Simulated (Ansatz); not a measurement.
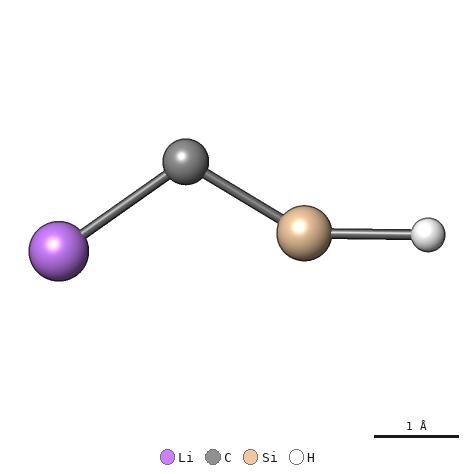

Every bond is drawn as one stick, whatever its order.

Computed geometry: PBE0-D4/def2-TZVP optimisation. No frequency run is at hand to confirm it as a minimum.

> Count the atoms of each element.

CHLiSi, 4 atoms: 1 carbon, 1 hydrogen, 1 lithium and 1 silicon.

> How many bonds of each kind are drawn?

1 C–Li, 1 C–Si, 1 Si–H. Sticks follow a distance rule.

> How many sets of symmetry-equivalent atoms are there?

4: 1 Li, 1 C, 1 Si, 1 H.

> What is the point group of this geometry?

Cs.

The parts below concern this one geometry. Atoms keep their numbers from picture to picture.

Dipole moment

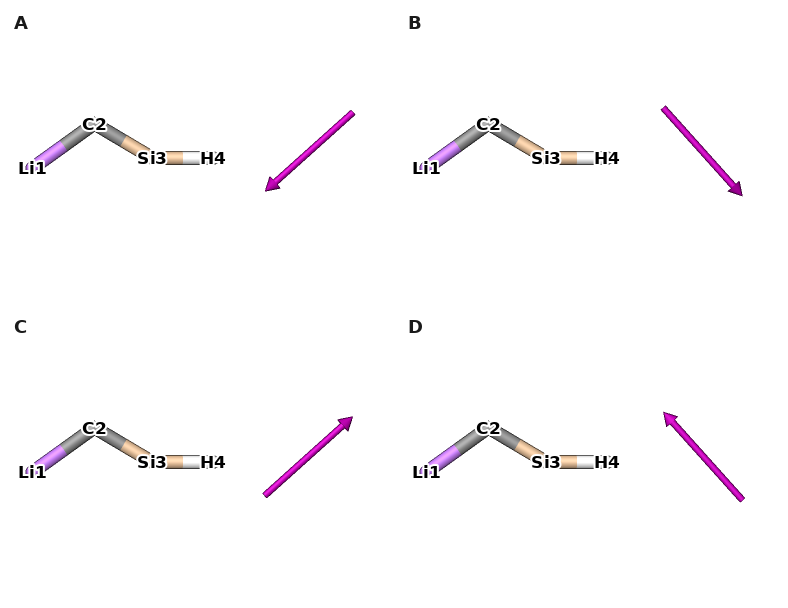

The same molecule four times, each with an arrow. No frequency run is at hand to confirm it as a minimum. Method: RKS PBE0-D4/def2-TZVP (Ansatz 0.2.0).

> Which arrow points along the dipole moment, from the negative to the positive end?

A. The dipole moment is 5.08 D; it points from the side of H4 to the side of Li1 (the outermost atoms at the two ends).

Electronic properties

No frequency run is at hand to confirm it as a minimum. Level of theory: RKS PBE0-D4/def2-TZVPP (Ansatz 0.2.0).

Computed properties:

- HOMO energy (Kohn–Sham orbital): −5.54 eV
- LUMO energy (Kohn–Sham orbital): −1.48 eV
- HOMO–LUMO gap: 4.07 eV

Charges

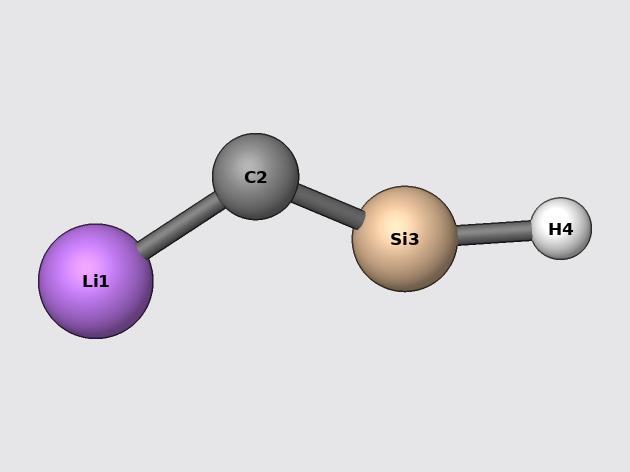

The questions are on Mulliken charges. No frequency run is at hand to confirm it as a minimum. Level of theory: RKS PBE0-D4/def2-TZVP (Ansatz 0.2.0).

> Which atom carries the highest charge (most positive or least negative)?

Li1 (0.70 e).

> And the lowest?

C2 (−0.63 e).

List the Mulliken charges.

```csv
atom,value (e)
Li1,0.70
C2,−0.63
Si3,−0.08
H4,0.02
```

Mulliken values depend strongly on the basis set and can even reverse the polarity of a bond.
